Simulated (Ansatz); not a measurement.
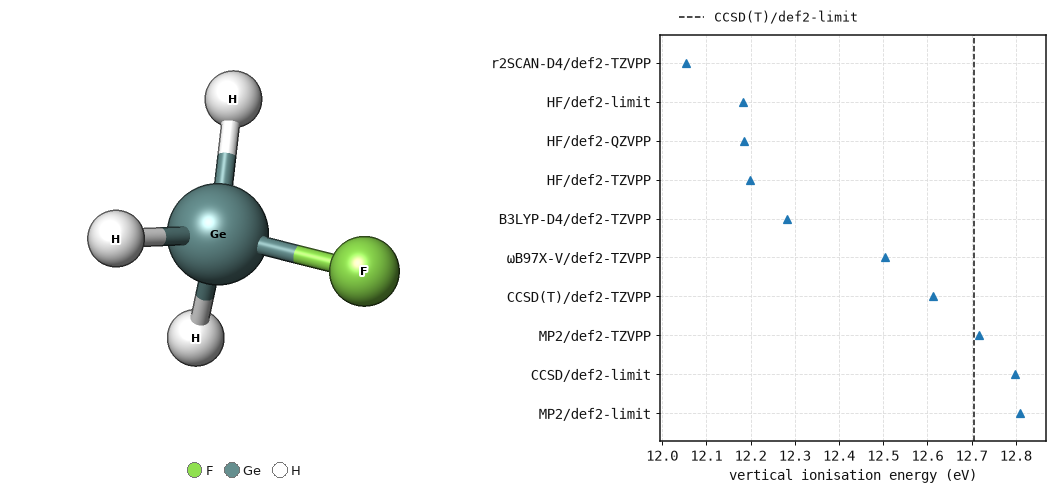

Vertical ionisation energy of GeH₃F, SMILES [F][GeH3], singlet, taken as the energy of the cation less that of the neutral at fixed geometry (unrestricted doublet cation, cores frozen in correlated methods, no spin-orbit coupling), the Ansatz code, at a PBE0-D4/def2-TZVP geometry (a minimum by its frequencies). Limit means an estimate of the basis limit from triple and quadruple zeta; for coupled cluster it is either extrapolated directly or built as the MP2 limit plus the step from MP2 in triple zeta. The distance of CCSD(T)/def2-TZVPP and MP2/def2-TZVPP to the limit includes basis error.

Question: Which level comes closest to the line (CCSD(T)/def2-limit), and which misses most?

Answer: Closest MP2/def2-TZVPP (12.72 eV), against 12.71 eV; farthest r2SCAN-D4/def2-TZVPP (12.05 eV).

Question: Give the values.

Answer:
| level | eV | less CCSD(T)/def2-limit |
| --- | --- | --- |
| r2SCAN-D4/def2-TZVPP | 12.05 | −0.65 |
| HF/def2-limit | 12.18 | −0.52 |
| HF/def2-QZVPP | 12.18 | −0.52 |
| HF/def2-TZVPP | 12.20 | −0.51 |
| B3LYP-D4/def2-TZVPP | 12.28 | −0.42 |
| ωB97X-V/def2-TZVPP | 12.50 | −0.20 |
| CCSD(T)/def2-TZVPP | 12.61 | −0.09 |
| MP2/def2-TZVPP | 12.72 | 0.01 |
| CCSD/def2-limit | 12.80 | 0.09 |
| MP2/def2-limit | 12.81 | 0.10 |
| CCSD(T)/def2-limit | 12.71 | 0.00 |

Limits of at least one run: no scalar relativity up to krypton; outer-core shells are correlated without core-valence functions, which makes the correlated values less sure.
